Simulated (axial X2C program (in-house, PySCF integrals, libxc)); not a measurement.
# Run report: MnO⁺, relativistic diatomic calculation

MnO⁺, single determinant with Ω = 1. Computed at this level: PBE0, two-component X2C with atomic mean-field Coulomb and Gaunt terms, Mn dyall-cv3z, O dyall-av3z (cores contracted) (axial X2C program (in-house, PySCF integrals, libxc)).

Input file:
```
{"zs": [25, 8], "q": 1, "bas": ["dyall-cv3z", "dyall-av3z"], "levels": ["PBE0", "HF", "PW91"], "cc": true, "r0": 1.62, "thr": -2.0, "nmax": 90, "npts": 10, "nst": 2, "ntry": 6}
```

The line is the task of a batch: nuclear charges, charge, bases, the levels to run, a first guess of the distance and further settings. This report covers PBE0 with spin-orbit coupling. The log is that of the reference distance 1.719 Å, started from orbitals converged before.

Hardware: 1 thread of Arm Neoverse V1, 24 GiB of memory available, shared host.

The run was one of a batch that the task file lists, launched with:
```bash
python <driver script> task.json out
```

The program's output:
```
two-component X2C + atomic mean field  PBE0
basis functions 162  fitting functions 881  grid points 5074
iter        total energy     max residual
   1      -1232.964002591     4.20e-05
   2      -1232.964002598     1.28e-05
converged
one-electron -1811.98148412  Coulomb 578.42075324  exact exchange -14.84902778  xc functional -45.81619095  nuclear repulsion 61.56802919  atomic mean-field constant -0.30608218
```

The points of the curve:

```csv
R (Å),E (hartree),"dipole (D; origin at the first atom, positive when the second is positive)",highest filled (eV),lowest empty (eV)
1.496,−1232.940725,−2.69,−14.52,−11.50
1.564,−1232.953967,−2.90,−14.64,−11.33
1.616,−1232.959862,−3.04,−14.71,−11.14
1.667,−1232.963049,−3.16,−14.64,−10.94
1.719,−1232.964003,−3.27,−14.51,−10.74
1.779,−1232.962796,−3.40,−14.35,−10.50
1.839,−1232.959614,−3.50,−14.18,−10.28
1.917,−1232.953380,−3.59,−13.97,−10.08
2.011,−1232.943708,−3.61,−13.76,−10.20
2.149,−1232.928183,−3.38,−13.59,−10.28
```

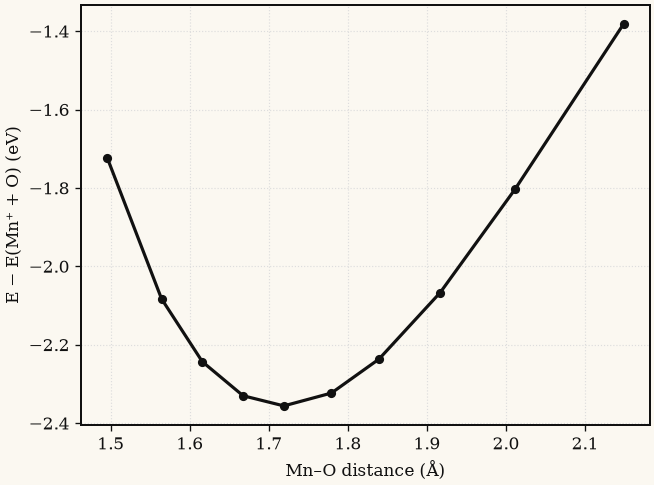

Fig. 1: Energy at 10 bond lengths, for one set of occupations held fixed; the line joins the points. A polynomial of degree 6 through 9 points gives rₑ = 1.718 Å, ωₑ = 645.6 cm⁻¹, ωₑxₑ = 2.7 cm⁻¹ and Bₑ = 0.4610 cm⁻¹. The minimum lies 2.36 eV below Mn⁺ + O, each computed as one determinant at the same level.

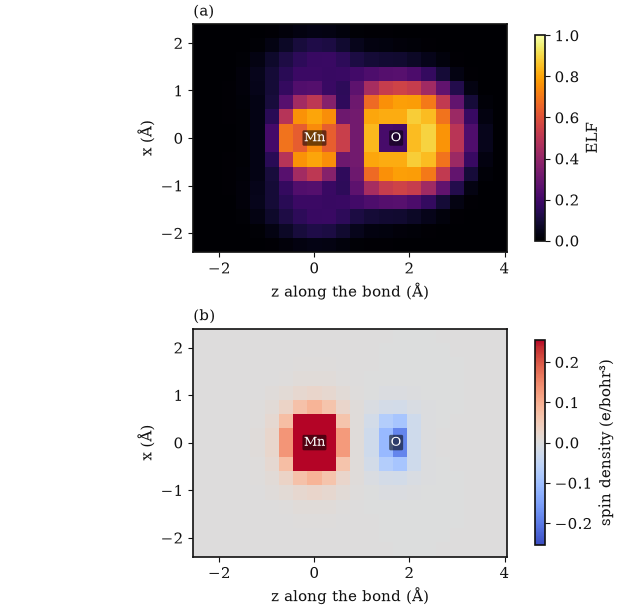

Fig. 2: (a) electron localisation function; (b) spin density, in a plane that holds the axis, at 1.72 Å, on points 0.3 Å apart (one half computed, the other mirrored); the structure near the nuclei is finer than these points.

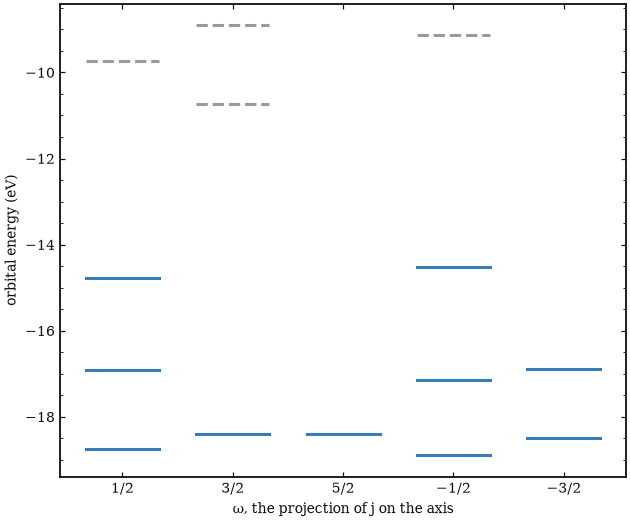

Fig. 3: Orbital energies near the frontier at 1.72 Å, filled (solid) and empty (dashed). The highest filled spinor (−1/2; 79 % O p, 14 % Mn d) lies at −14.51 eV, the lowest empty one (3/2; 79 % O p, 11 % Mn p) at −10.74 eV.

Results in brief:

```
                 quantity                value
                  outcome            converged
           bond length rₑ              1.718 Å
                       ωₑ           645.6 cm⁻¹
    energy at the minimum  −1232.96400 hartree
depth below the fragments              2.36 eV
                wall time                8.2 s
              peak memory             0.74 GiB
```
